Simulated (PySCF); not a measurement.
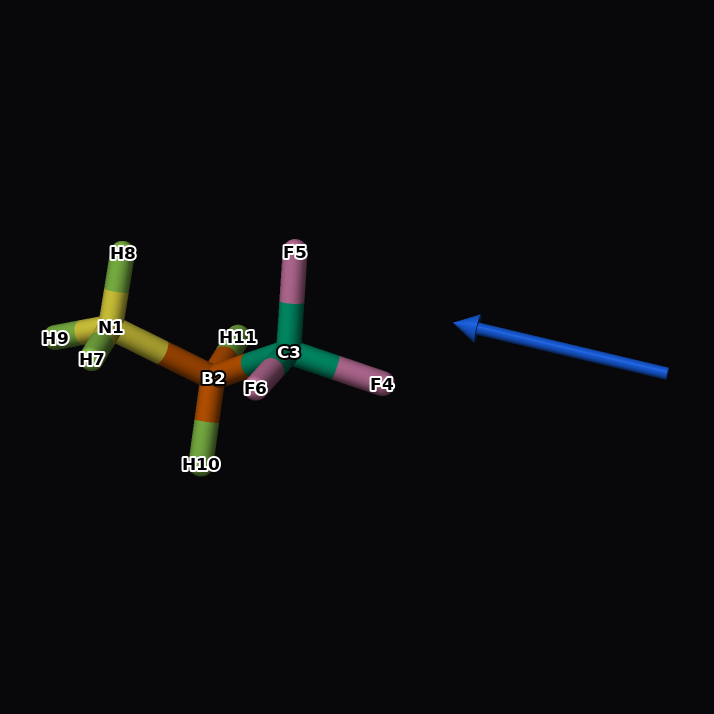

The arrow beside the molecule shows the direction of the dipole moment, from the negative to the positive end (its length means nothing). The computed structure is the end point of a GFN2-xTB optimisation. No frequency run is at hand to confirm it as a minimum. Method: PBE0/def2-SVPD, gas phase (PySCF 2.14.0).

Estimate the dipole moment.

6.19 D; it points from the side of F4 to the side of H9 (the outermost atoms at the two ends).

The geometry is semi-empirical. Around B such bond lengths and angles can be off by a tenth of an ångström or more and by several degrees, and values that hang on the shape move with them.
